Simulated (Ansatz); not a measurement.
## Electronic structure of Ga₄Sb₃N in real space

```cif
data_structure
_symmetry_space_group_name_H-M 'P 1'
_symmetry_Int_Tables_number 1
_cell_length_a 5.7624
_cell_length_b 5.7624
_cell_length_c 11.1680
_cell_angle_alpha 90.000
_cell_angle_beta 90.000
_cell_angle_gamma 90.000
_cell_volume 370.84
loop_
_atom_site_label
_atom_site_type_symbol
_atom_site_fract_x
_atom_site_fract_y
_atom_site_fract_z
_atom_site_occupancy
N1 N 0.00000 0.00000 0.00000 1
N2 N 0.50000 0.50000 0.50000 1
Ga1 Ga 0.30256 0.30256 0.39266 1
Ga2 Ga 0.80256 0.80256 0.89266 1
Sb1 Sb 0.50000 0.00000 0.25000 1
Sb2 Sb 0.00000 0.50000 0.75000 1
Ga3 Ga 0.19744 0.80256 0.10734 1
Ga4 Ga 0.69744 0.30256 0.60734 1
Sb3 Sb 0.00000 0.00000 0.50000 1
Sb4 Sb 0.50000 0.50000 0.00000 1
Ga5 Ga 0.19744 0.19744 0.89266 1
Ga6 Ga 0.69744 0.69744 0.39266 1
Sb5 Sb 0.00000 0.50000 0.25000 1
Sb6 Sb 0.50000 0.00000 0.75000 1
Ga7 Ga 0.80256 0.19744 0.10734 1
Ga8 Ga 0.30256 0.69744 0.60734 1
```

Space group I-42m; started from the ordered alloy on zincblende lattice prototype, which need not be the ambient phase; computed pressure about 2 GPa in this cell.

Level of theory: DFT, PBE with spin-orbit coupling, plane waves, PAW (Ansatz 0.2.0).

The density is the valence pseudo-density of a PAW calculation; it isn't the true density close to the nuclei.

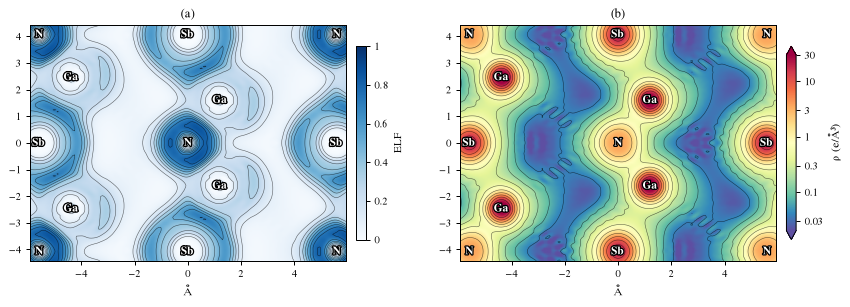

Figure 1. (a) ELF; (b) valence pseudo-density on the (110) plane of the conventional cell.

Question: Read the bonding off the picture.

Answer: The plane passes through N, Ga and Sb nuclei.
Ga–N (2.01 Å): ρ is about 0.66 e/Å³ halfway; the ELF peaks at about 0.85 in the valence shell of N, 0.7 Å from its nucleus, and is about 0.45 at the midpoint.
Ga–Sb (2.74 Å): ρ is about 0.36 e/Å³ halfway; the ELF peaks at about 0.70 between the atoms.
Between the atoms the lowest density in this plane is 0.008 e/Å³.

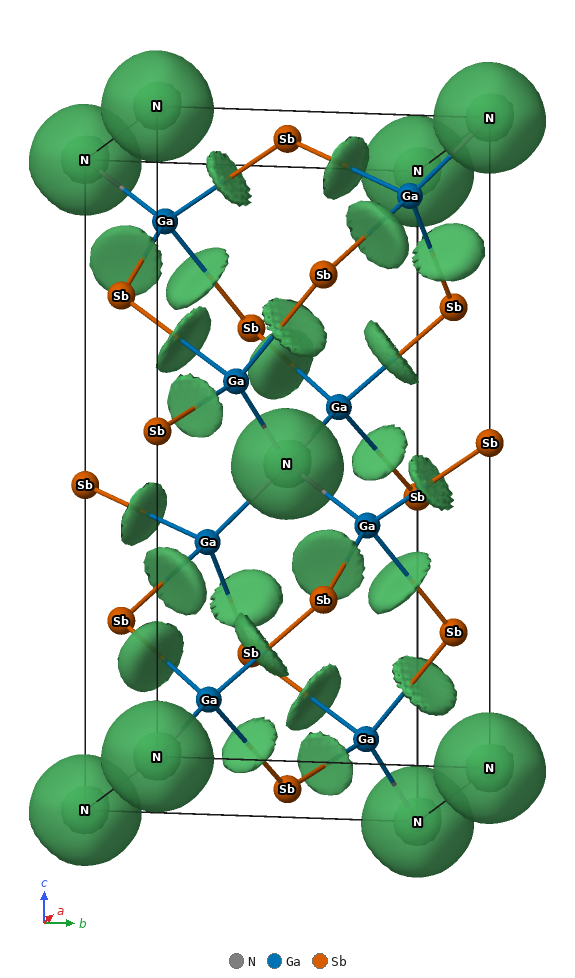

Figure 2. Isosurface of the ELF at 0.65 (green), seen at an oblique angle. Core shells and regions of very low density are left out. Sticks mark near contacts.

Question: Identify the bonds, lone pairs and shells in this picture.

Answer: At this value the surface marks out eight regions between bonded Ga–Sb atoms (shared pairs), two regions wrapped around N (the valence shell of each) and 16 pockets between the atoms, centred on no nucleus (multi-centre or interstitial), counted in one cell of 16 atoms. Any copies at cell faces, edges or corners count once. Along the contacts the grid gives the following. Ga–Sb (2.62 Å): the ELF peaks at about 0.70 between the atoms.
